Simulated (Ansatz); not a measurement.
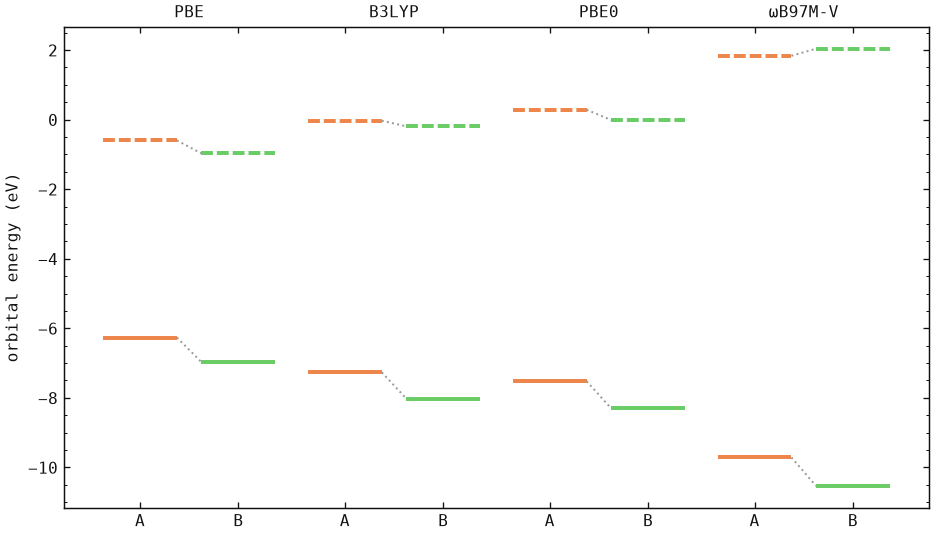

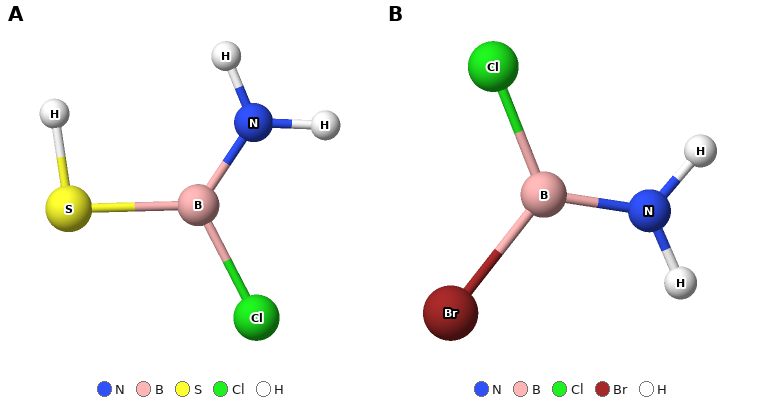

One change: A, BNH₃SCl (SMILES NB(S)Cl), becomes B, BNH₂BrCl (SMILES NB(Cl)Br). SH on B is replaced by Br. HOMO (solid) and LUMO (dashed) computed in def2-TZVPP at PBE0-D4/def2-TZVP geometries, both minima by their frequencies, gas phase, the Ansatz code. Empty levels above zero depend strongly on the basis.

What does the change do to HOMO and LUMO?

Answer. PBE: the HOMO falls by 0.71 eV, the LUMO falls by 0.38 eV, and the separation goes from 5.67 to 6.00 eV. B3LYP: the HOMO falls by 0.76 eV, the LUMO falls by 0.16 eV, and the separation goes from 7.23 to 7.83 eV. PBE0: the HOMO falls by 0.78 eV, the LUMO falls by 0.30 eV, and the separation goes from 7.81 to 8.29 eV. ωB97M-V: the HOMO falls by 0.82 eV, the LUMO rises by 0.20 eV, and the separation goes from 11.55 to 12.57 eV.

Do the functionals agree on the effect?

Answer. Not on every direction; the HOMO shift lies between −0.82 and −0.71 eV and the LUMO shift between −0.38 and 0.20 eV, while the separations themselves differ by up to 6.6 eV between functionals.
